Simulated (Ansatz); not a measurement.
**Geometry relaxation of CH$_{2}$AlSi (part 1 of 2)**

- system: CH$_{2}$AlSi, multiplicity 2
- method: UKS PBE0-D4/def2-TZVP (Ansatz 0.2.0)

Figures and captions count atoms from 1; the log counts them from 0 in places.

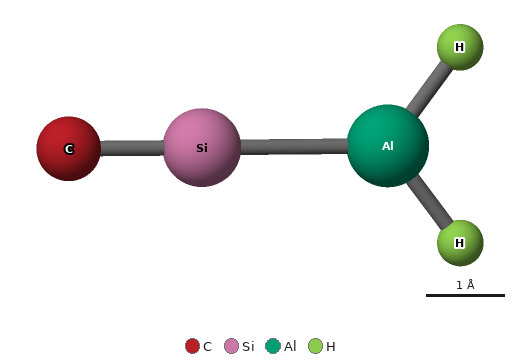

Fig. 1: The structure as given in the input (ball-and-stick view, seen on its broad side). Sticks mark near contacts. Bond lengths as drawn: Al–H 1.58 Å, Al–Si 2.42 Å and C–Si 1.73 Å.

## The input
```yaml
crystal:
  periodic: [false, false, false]
  atoms:
    - {symbol: C, position_ang: [0.278680, -1.983630, 2.511540]}
    - {symbol: Si, position_ang: [0.130410, -0.915070, 1.157190]}
    - {symbol: Al, position_ang: [-0.082110, 0.578810, -0.731090]}
    - {symbol: H, position_ang: [-1.110240, 0.450170, -1.922910]}
    - {symbol: H, position_ang: [0.783260, 1.869720, -1.014720]}
basis:
  gaussian: {orbitals: def2-TZVP}
magnetization: {spin_polarized: true, initial_magnetization: 1}
hamiltonian: {xc: pbe0, dispersion: d4}
relax: {f_tol: 0.005, max_steps: 200}
```

Launched with:
```bash
ansatz run in.yaml --threads 2 --pin off --events-out ev --progress --plain --max-ram 4352MiB
```

## The program's output
```
Functional definition: PBE0
  name "PBE0"
  cite "Adamo & Barone, J. Chem. Phys. 110, 6158 (1999) doi:10.1063/1.478522"
  cite "Perdew, Burke & Ernzerhof, Phys. Rev. Lett. 77, 3865 (1996) doi:10.1103/PhysRevLett.77.3865"
  parent pbe
  parameter a = 0.25
  parameter kappa = 0.804
  parameter beta = 0.06672455060314922
  exchange = (1 - a)*pbe_x(kappa = kappa, mu = beta*pi^2/3) + a*exact_x
  correlation = pbe_c(beta = beta)
815 factors; their error is unknown
mean field evaluation 1: about -15521.2944 eV, gradient 3.7e1 eV
mean field evaluation 2: about -15439.0222 eV, gradient 8.3e1 eV
mean field evaluation 4: about -15529.9474 eV, gradient 4.9e0 eV
mean field evaluation 8: about -15530.1589 eV, gradient 1.2e-1 eV
mean field evaluation 16: about -15530.2118 eV, gradient 6.8e-3 eV
mean field evaluation 32: about -15530.2118 eV, gradient 8.3e-5 eV
mean field -15530.21180536 eV, -570.7247570913 hartree, gradient 6.5e-6 eV, S^2 0.824599; 6 other end points of the search recorded, 0 dependent functions left out
the calculation of the forces begins
reference -15530.21183777 eV, -570.7247582822 hartree; 18, 17 occupied and 99, 100 virtual orbitals, 815 factors
relax step   1: F+E_penalty+E_count = -15530.29599172 eV  Δ(F+E_penalty+E_count) = +0.000e0 eV  max|allowed force component| = 5.868e-1 eV/Å  Δτ_max = 0.0000 Å  (141 SCF iters, accepted)
these checks for a lower state are left out or cut short: starts, cluster_reference, orbital_swaps, neighbouring_geometries, increment
815 factors; their error is unknown
mean field evaluation 64: about -15530.3096 eV, gradient 5.7e-2 eV
mean field -15530.35661115 eV, -570.7300786058 hartree, gradient 8.8e-6 eV, S^2 0.843139; 0 other end points of the search recorded, 0 dependent functions left out
[... from here on the field's lines of each further geometry are left out, up to the last ...]
relax step   2: F+E_penalty+E_count = -15530.44154395 eV  Δ(F+E_penalty+E_count) = -1.456e-1 eV  max|allowed force component| = 2.569e-1 eV/Å  Δτ_max = 0.1952 Å  (70 SCF iters, accepted)
relax step   3: F+E_penalty+E_count = -15530.45077421 eV  Δ(F+E_penalty+E_count) = -9.230e-3 eV  max|allowed force component| = 8.484e-2 eV/Å  Δτ_max = 0.0256 Å  (68 SCF iters, accepted)
relax step   4: F+E_penalty+E_count = -15530.45270914 eV  Δ(F+E_penalty+E_count) = -1.935e-3 eV  max|allowed force component| = 6.606e-2 eV/Å  Δτ_max = 0.0189 Å  (73 SCF iters, accepted)
relax step   5: F+E_penalty+E_count = -15530.48240975 eV  Δ(F+E_penalty+E_count) = -2.970e-2 eV  max|allowed force component| = 5.677e-1 eV/Å  Δτ_max = 0.1327 Å  (82 SCF iters, accepted)
relax step   6: F+E_penalty+E_count = -15530.52075425 eV  Δ(F+E_penalty+E_count) = -3.834e-2 eV  max|allowed force component| = 9.344e-1 eV/Å  Δτ_max = 0.1628 Å  (76 SCF iters, accepted)
relax step   7: F+E_penalty+E_count = -15530.55468286 eV  Δ(F+E_penalty+E_count) = -3.393e-2 eV  max|allowed force component| = 7.734e-1 eV/Å  Δτ_max = 0.0572 Å  (73 SCF iters, accepted)
relax step   8: F+E_penalty+E_count = -15530.66292510 eV  Δ(F+E_penalty+E_count) = -1.082e-1 eV  max|allowed force component| = 6.788e-1 eV/Å  Δτ_max = 0.1947 Å  (73 SCF iters, accepted)
relax step   9: F+E_penalty+E_count = -15530.74642371 eV  Δ(F+E_penalty+E_count) = -8.350e-2 eV  max|allowed force component| = 3.299e-1 eV/Å  Δτ_max = 0.1978 Å  (74 SCF iters, accepted)
relax step  10: F+E_penalty+E_count = -15530.80988343 eV  Δ(F+E_penalty+E_count) = -6.346e-2 eV  max|allowed force component| = 8.494e-1 eV/Å  Δτ_max = 0.1950 Å  (74 SCF iters, accepted)
relax step  11: F+E_penalty+E_count = -15530.93184193 eV  Δ(F+E_penalty+E_count) = -1.220e-1 eV  max|allowed force component| = 8.643e-1 eV/Å  Δτ_max = 0.1950 Å  (73 SCF iters, accepted)
relax step  12: F+E_penalty+E_count = -15531.14185033 eV  Δ(F+E_penalty+E_count) = -2.100e-1 eV  max|allowed force component| = 1.080e0 eV/Å  Δτ_max = 0.1918 Å  (79 SCF iters, accepted)
relax step  13: F+E_penalty+E_count = -15531.47184808 eV  Δ(F+E_penalty+E_count) = -3.300e-1 eV  max|allowed force component| = 1.361e0 eV/Å  Δτ_max = 0.1949 Å  (59 SCF iters, accepted)
relax step  14: F+E_penalty+E_count = -15531.89857605 eV  Δ(F+E_penalty+E_count) = -4.267e-1 eV  max|allowed force component| = 1.603e0 eV/Å  Δτ_max = 0.1950 Å  (52 SCF iters, accepted)
relax step  15: F+E_penalty+E_count = -15532.33938653 eV  Δ(F+E_penalty+E_count) = -4.408e-1 eV  max|allowed force component| = 1.561e0 eV/Å  Δτ_max = 0.1949 Å  (49 SCF iters, accepted)
relax step  16: F+E_penalty+E_count = -15532.61923280 eV  Δ(F+E_penalty+E_count) = -2.798e-1 eV  max|allowed force component| = 8.374e-1 eV/Å  Δτ_max = 0.1971 Å  (49 SCF iters, accepted)
relax step  17: F+E_penalty+E_count = -15532.79921315 eV  Δ(F+E_penalty+E_count) = -1.800e-1 eV  max|allowed force component| = 5.054e-1 eV/Å  Δτ_max = 0.2000 Å  (53 SCF iters, accepted)
relax step  18: F+E_penalty+E_count = -15532.85630711 eV  Δ(F+E_penalty+E_count) = -5.709e-2 eV  max|allowed force component| = 3.687e-1 eV/Å  Δτ_max = 0.1610 Å  (54 SCF iters, accepted)
relax step  19: F+E_penalty+E_count = -15532.89528940 eV  Δ(F+E_penalty+E_count) = -3.898e-2 eV  max|allowed force component| = 9.752e-1 eV/Å  Δτ_max = 0.1958 Å  (71 SCF iters, accepted)
relax step  20: F+E_penalty+E_count = -15532.94607599 eV  Δ(F+E_penalty+E_count) = -5.079e-2 eV  max|allowed force component| = 1.084e0 eV/Å  Δτ_max = 0.1492 Å  (69 SCF iters, accepted)
relax step  21: F+E_penalty+E_count = -15533.03182393 eV  Δ(F+E_penalty+E_count) = -8.575e-2 eV  max|allowed force component| = 1.321e-1 eV/Å  Δτ_max = 0.1994 Å  (61 SCF iters, accepted)
relax step  22: F+E_penalty+E_count = -15533.06672542 eV  Δ(F+E_penalty+E_count) = -3.490e-2 eV  max|allowed force component| = 1.404e-1 eV/Å  Δτ_max = 0.2000 Å  (65 SCF iters, accepted)
relax step  23: F+E_penalty+E_count = -15533.07207310 eV  Δ(F+E_penalty+E_count) = -5.348e-3 eV  max|allowed force component| = 1.646e-2 eV/Å  Δτ_max = 0.0812 Å  (57 SCF iters, accepted)
relax step  24: F+E_penalty+E_count = -15533.07234760 eV  Δ(F+E_penalty+E_count) = -2.745e-4 eV  max|allowed force component| = 2.442e-3 eV/Å  Δτ_max = 0.0189 Å  (58 SCF iters, accepted)
the calculation of the forces begins
reference -15532.98187658 eV, -570.8265553312 hartree; 18, 17 occupied and 99, 100 virtual orbitals, 815 factors
relax step  25: F+E_penalty+E_count = -15533.07236274 eV  Δ(F+E_penalty+E_count) = -1.514e-5 eV  max|allowed force component| = 2.113e-3 eV/Å  Δτ_max = 0.0058 Å  (59 SCF iters, accepted)
815 factors; their error is unknown
mean field evaluation 320: about -15531.7490 eV, gradient 4.1e-2 eV
```

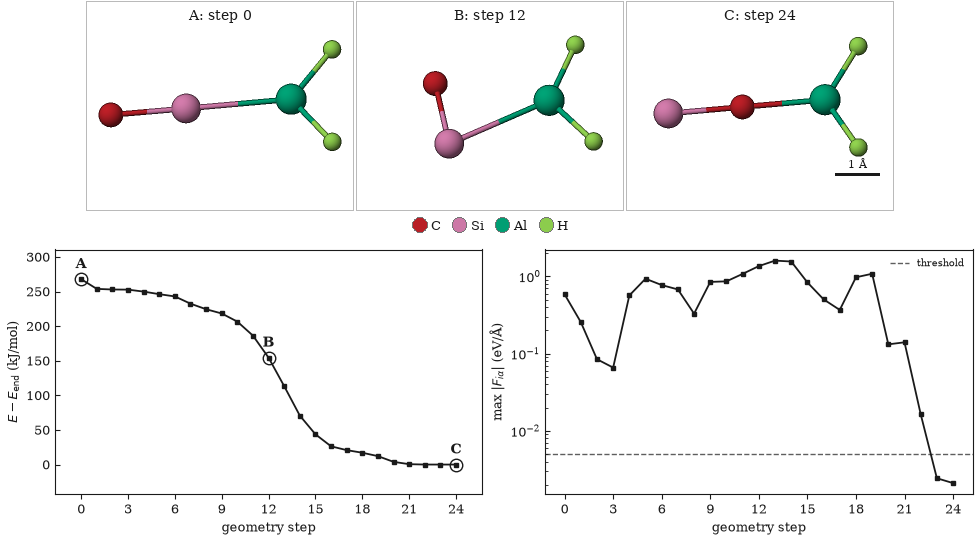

Fig. 2: Frames of the relaxation (ball-and-stick view, seen at a tilt) above the curves, on which the letters mark them (the first geometry is step 0 here and step 1 in the log).

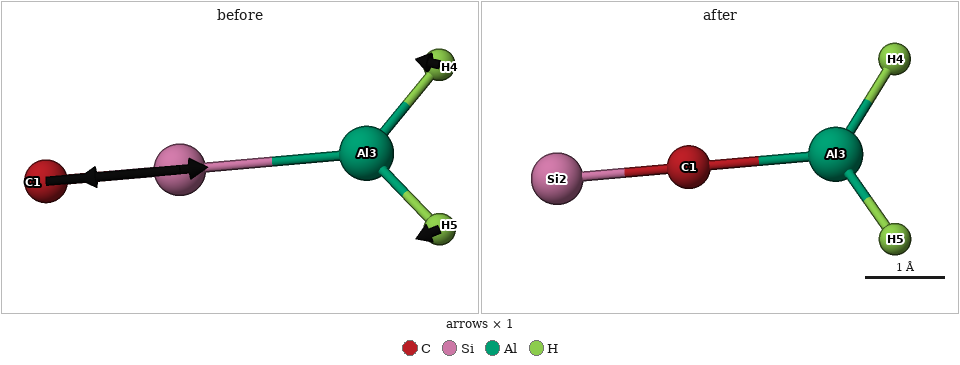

Fig. 3: Before (left) and after (right) the relaxation, at one scale (ball-and-stick view, seen at a tilt). The black arrows give the displacements, at true length. The largest move after the best rigid fit is that of C1, 2.11 Å. By element the largest moves are C 2.11 Å, Si 1.33 Å, H 0.34 Å, Al 0.14 Å. Among the contacts that change: C1–Al3 4.149 → 1.902 Å, Si2–Al3 2.417 → 3.605 Å, C1–Si2 1.731 → 1.703 Å, Al3–H4 1.579 → 1.586 Å. New bonds form: C1–Al3 (4.15 → 1.90 Å). Bonds break: Si2–Al3 (2.42 → 3.60 Å). Among the angles that change: H4–Al3–H5 106.7° → 122.3°. Over 24 geometry steps the energy falls by 267.9 kJ/mol. Largest force component: 0.59 eV/Å at the start, 0.0021 eV/Å at the end. (Atoms are counted from 1 in the order of the input.)

```
mean field -15532.98184607 eV, -570.8265542100 hartree, gradient 4.2e-6 eV, S^2 0.755349; 5 other end points of the search recorded, 0 dependent functions left out
the calculation of the forces begins
reference -15532.98187658 eV, -570.8265553312 hartree; 18, 17 occupied and 99, 100 virtual orbitals, 815 factors
Total energy: -15533.07239325 eV, -570.8298817574 hartree
Atom 0 at     0.312585    -0.494363     0.939026 Å, force     0.000948     0.002018    -0.001601 eV/Å
Atom 1 at     0.794845    -1.254294     2.385123 Å, force     0.000168    -0.000939     0.001274 eV/Å
Atom 2 at    -0.224700     0.355212    -0.675273 Å, force    -0.002113    -0.000047    -0.000701 eV/Å
Atom 3 at    -1.414066    -0.276922    -1.511983 Å, force    -0.000140    -0.000598    -0.000216 eV/Å
Atom 4 at     0.531335     1.670367    -1.136883 Å, force     0.001138    -0.000434     0.001245 eV/Å
Dipole moment:     0.049067    -0.076800     0.146185 e Å
```

## Trajectory as extended XYZ (Å, eV, eV/Å), 25 frames, from step=1 to step=25
```
5
Properties=species:S:1:pos:R:3:forces:R:3 step=1 energy=-15530.29599
C     0.2787   -1.9836    2.5115    0.0300  -0.2243   0.2839
Si    0.1304   -0.9151    1.1572   -0.0358   0.2706  -0.3402
Al   -0.0821    0.5788   -0.7311   -0.0596   0.4625  -0.5868
H    -1.1102    0.4502   -1.9229   -0.2608  -0.4726   0.1788
H     0.7833    1.8697   -1.0147    0.3262  -0.0361   0.4642
5
Properties=species:S:1:pos:R:3:forces:R:3 step=2 energy=-15530.44154
C     0.2719   -1.9396    2.4557    0.0130  -0.1142   0.1418
Si    0.1244   -0.8658    1.0955   -0.0176   0.1653  -0.2031
Al   -0.0893    0.6319   -0.7997   -0.0251   0.1715  -0.2199
H    -1.2159    0.2905   -1.8855    0.2080   0.0343   0.2323
H     0.9088    1.8829   -0.8659   -0.1782  -0.2569   0.0489
5
Properties=species:S:1:pos:R:3:forces:R:3 step=3 energy=-15530.45077
C     0.2698   -1.9333    2.4463   -0.0014  -0.0693   0.0743
Si    0.1263   -0.8545    1.0856    0.0083   0.0848  -0.0825
Al   -0.0908    0.6354   -0.8058   -0.0109  -0.0094  -0.0042
H    -1.2024    0.2907   -1.8681   -0.0260  -0.0237  -0.0076
H     0.8971    1.8616   -0.8579    0.0300   0.0175   0.0200
5
Properties=species:S:1:pos:R:3:forces:R:3 step=4 energy=-15530.45271
C     0.2600   -1.9382    2.4395   -0.0349  -0.0240  -0.0183
Si    0.1397   -0.8412    1.0875    0.0661   0.0506   0.0292
Al   -0.0921    0.6370   -0.8093   -0.0381  -0.0375  -0.0083
H    -1.2080    0.2813   -1.8649   -0.0062   0.0018  -0.0096
H     0.9004    1.8611   -0.8528    0.0131   0.0091   0.0070
```
